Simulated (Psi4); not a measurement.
**OH− (hydroxide): revPBE/aug-cc-pVTZ**

What is the energy change on altering one bond length of OH− (hydroxide) at revPBE/aug-cc-pVTZ? 

The results are computed with Psi4 1.11.

2 further runs of the same task are left out: 2 set aside as unsound or not needed.

### 1 The structure to begin with

OH− has 2 atoms, charge -1, and is taken as a singlet. As SMILES, `[OH-]`. The shape is that of a PBE0-D4/def2-TZVPD optimisation.

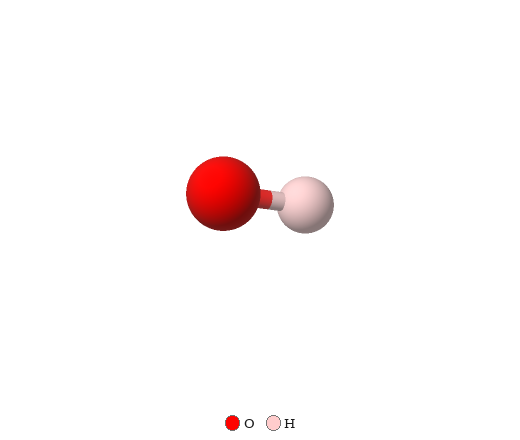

The structure, seen from a chosen angle (oxygen red, hydrogen pink).

### 2 The energy at revPBE/aug-cc-pVTZ

Contents of input.in:

```
memory 1600 mb

molecule system {
  -1 1
  O      0.77818922    -0.24906590     0.40156680
  H     -0.77818922     0.24906590    -0.40156680
  units bohr
  symmetry c1
}

set globals {
  basis                aug-cc-pVTZ
  reference            rks
  puream               true
  e_convergence        1e-09
  d_convergence        1e-08
  scf_type             pk
  dft_radial_points    99
  dft_spherical_points 590
}

E, wfn = energy('revpbe', return_wfn=True)
oeprop(wfn, 'LOWDIN_CHARGES', 'MULLIKEN_CHARGES', 'QUADRUPOLE', title='REVPBE')
print_variables()
```

Started as:

```sh
$ psi4 -n 1 input.in input.out
```

input.out:

```text
[...]
  Running in c1 symmetry.
[...]
  Nuclear repulsion =    4.393567041470714
[...]
  Multiplicity = 1
[...]
  Nalpha       = 5
  Nbeta        = 5
[...]
    Number of basis functions: 69
[...]
   @RKS iter   1:   -75.39255237996944    2.83596e-03   1.47374e-02 DIIS/ADIIS
[...]
   @RKS iter  11:   -75.81132753386872   -2.07478e-12   2.02150e-09 DIIS
[...]
    Orbital Energies [Eh]
    ---------------------
    Doubly Occupied:
       1A    -18.417417     2A     -0.519742     3A     -0.051365
       4A      0.083772     5A      0.083772
[...]
  @RKS Final Energy:   -75.81132753386872
   => Energetics <=
    Nuclear Repulsion Energy =              4.3935670414707140
    One-Electron Energy =                -116.2242022783194528
    Two-Electron Energy =                  45.1029079245464999
    DFT Exchange-Correlation Energy =      -9.0836002215664795
    Empirical Dispersion Energy =           0.0000000000000000
    VV10 Nonlocal Energy =                  0.0000000000000000
    Total Energy =                        -75.8113275338687203
[...]
 Multipole Moments:
 ------------------------------------------------------------------------------------
     Multipole            Electronic (a.u.)      Nuclear  (a.u.)        Total (a.u.)
 ------------------------------------------------------------------------------------
 L = 1.  Multiply by 2.5417464519 to convert [e a0] to [Debye]
 Dipole X            :          0.0000000            0.0000000            0.0000000
 Dipole Y            :         -0.0000000            0.0000000           -0.0000000
 Dipole Z            :          0.4168005           -0.8494811           -0.4326806
 Magnitude           :                                                    0.4326806
 L = 2.  Multiply by 1.3450342976 to convert [e a0^2] to [Debye ang]
 Quadrupole XX       :         -8.3958598            0.0000000           -8.3958598
 Quadrupole XY       :          0.0000000            0.0000000            0.0000000
[...]
  Mulliken Charges: (a.u.)
   Center  Symbol    Alpha    Beta     Spin     Total
       1     O     4.53668  4.53668  0.00000 -1.07336
       2     H     0.46332  0.46332  0.00000  0.07336
   Total alpha =  5.00000, Total beta =  5.00000, Total charge = -1.00000
  Lowdin Charges: (a.u.)
   Center  Symbol    Alpha    Beta     Spin     Total
       1     O     3.98205  3.98205  0.00000  0.03589
       2     H     1.01795  1.01795  0.00000 -1.03589
  Total alpha =  5.00000, Total beta =  5.00000, Total charge = -1.00000
[...]
```

It took 3.9 s on 1 thread of Intel Xeon 6975P-C (Granite Rapids), shared host; peak memory 0.49 GiB.

### 3 The distorted shape: energy and forces at revPBE/aug-cc-pVTZ

Contents of ho.xyz:

```xyz
2
HO
O      0.823580    -0.263594     0.424990
H     -0.411800     0.131800    -0.212500
```

Contents of run.py:

```python
import psi4

psi4.set_memory(1600000000)
psi4.set_num_threads(1)
psi4.set_output_file('ho.out', False)

with open('ho.xyz') as f:
    atoms = ''.join(f.readlines()[2:])
mol = psi4.geometry('-1 1\n' + atoms + 'symmetry c1\nno_reorient\nno_com')

options = {'reference': 'rks', 'puream': True, 'e_convergence': 1e-09, 'd_convergence': 1e-08, 'scf_type': 'pk', 'dft_radial_points': 99, 'dft_spherical_points': 590}
psi4.set_options(options)

result, w = psi4.gradient('revpbe/aug-cc-pVTZ', molecule=mol, return_wfn=True)
print('gradient / Eh bohr^-1')
print(result.np.round(6))
print(f'energy = {w.energy():.10f} Eh')
for k, v in sorted(psi4.core.scalar_variables().items()):
    print(f'{k:45s} {v:18.10f}')
```

Started as:

```sh
$ python run.py
```

ho.out:

```text
[...]
  Running in c1 symmetry.
[...]
  Nuclear repulsion =    2.929091603626577
[...]
  Multiplicity = 1
[...]
  Nalpha       = 5
  Nbeta        = 5
[...]
    Number of basis functions: 69
[...]
   @RKS iter   1:   -75.25548177782800    1.55010e-02   1.50836e-02 ADIIS/DIIS
[...]
   @RKS iter  11:   -75.73892650142926   -3.31255e-11   1.54312e-09 DIIS
[...]
    Orbital Energies [Eh]
    ---------------------
    Doubly Occupied:
       1A    -18.467245     2A     -0.475208     3A     -0.036271
       4A      0.075452     5A      0.075452
[...]
  @RKS Final Energy:   -75.73892650142926
   => Energetics <=
    Nuclear Repulsion Energy =              2.9290916036265768
    One-Electron Energy =                -113.2356185697706366
    Two-Electron Energy =                  43.5037239954880306
    DFT Exchange-Correlation Energy =      -8.9361235307732247
    Empirical Dispersion Energy =           0.0000000000000000
    VV10 Nonlocal Energy =                  0.0000000000000000
    Total Energy =                        -75.7389265014292619
[...]
 Multipole Moments:
 ------------------------------------------------------------------------------------
     Multipole            Electronic (a.u.)      Nuclear  (a.u.)        Total (a.u.)
 ------------------------------------------------------------------------------------
 L = 1.  Multiply by 2.5417464519 to convert [e a0] to [Debye]
 Dipole X            :        -13.1301269           11.6725359           -1.4575909
 Dipole Y            :          4.2024126           -3.7358978            0.4665148
 Dipole Z            :         -6.7755080            6.0233508           -0.7521571
 Magnitude           :                                                    1.7052706
[...]
  -Total Gradient:
     Atom            X                  Y                   Z
    ------   -----------------  -----------------  -----------------
       1        0.083053691535    -0.026582048690     0.042857985248
       2       -0.083053669865     0.026582041754    -0.042857974066
[...]
```

On the terminal:

```text
gradient / Eh bohr^-1
[[ 0.083054 -0.026582  0.042858]
 [-0.083054  0.026582 -0.042858]]
energy = -75.7389265014 Eh
CURRENT ENERGY                                    -75.7389265014
CURRENT REFERENCE ENERGY                          -75.7389265014
DD SOLVATION ENERGY                                 0.0000000000
DFT FUNCTIONAL TOTAL ENERGY                       -75.7389265014
DFT TOTAL ENERGY                                  -75.7389265014
DFT VV10 ENERGY                                     0.0000000000
DFT XC ENERGY                                      -8.9361235308
GRID ELECTRONS ALPHA                                5.0000001799
GRID ELECTRONS BETA                                 5.0000001799
GRID ELECTRONS TOTAL                               10.0000003599
NUCLEAR REPULSION ENERGY                            2.9290916036
ONE-ELECTRON ENERGY                              -113.2356185698
PCM POLARIZATION ENERGY                             0.0000000000
PE ENERGY                                           0.0000000000
SCF ITERATION ENERGY                              -75.7389265014
SCF ITERATIONS                                     11.0000000000
SCF TOTAL ENERGY                                  -75.7389265014
TWO-ELECTRON ENERGY                                43.5037239955
XC GRID RADIAL POINTS                              99.0000000000
XC GRID SPHERICAL POINTS                          590.0000000000
XC GRID TOTAL POINTS                           114803.0000000000
```

It took 4.8 s on 1 thread of Intel Xeon 6975P-C (Granite Rapids), shared host; peak memory 0.49 GiB.

### 4 Outcome

Level: revPBE/aug-cc-pVTZ.

```
                                                              quantity         value
                                             first shape: total energy  -75.81133 Eh
                                              first shape: HOMO energy       2.28 eV
                                              first shape: LUMO energy       3.64 eV
    first shape: HOMO–LUMO gap (to an unbound level, set by the basis)       1.36 eV
                                         distorted shape: total energy  -75.73893 Eh
                                          distorted shape: HOMO energy       2.05 eV
                                          distorted shape: LUMO energy       3.34 eV
distorted shape: HOMO–LUMO gap (to an unbound level, set by the basis)       1.29 eV
                             distorted shape: largest force on an atom    4.997 eV/Å
     energy change with the O1–H2 bond stretched from 0.964 to 1.445 Å      1.970 eV
```

In words: With the O1–H2 bond stretched from 0.964 to 1.445 Å the energy rises by 1.97 eV (190 kJ/mol). The first shape isn't relaxed at this level, so the change isn't measured from a minimum. The HOMO (first shape) lies at positive energy, 2.28 eV, as semi-local functionals often give for anions; only total energies tell whether the electron is bound. The HOMO (distorted shape) lies at positive energy, 2.05 eV, as semi-local functionals often give for anions; only total energies tell whether the electron is bound.
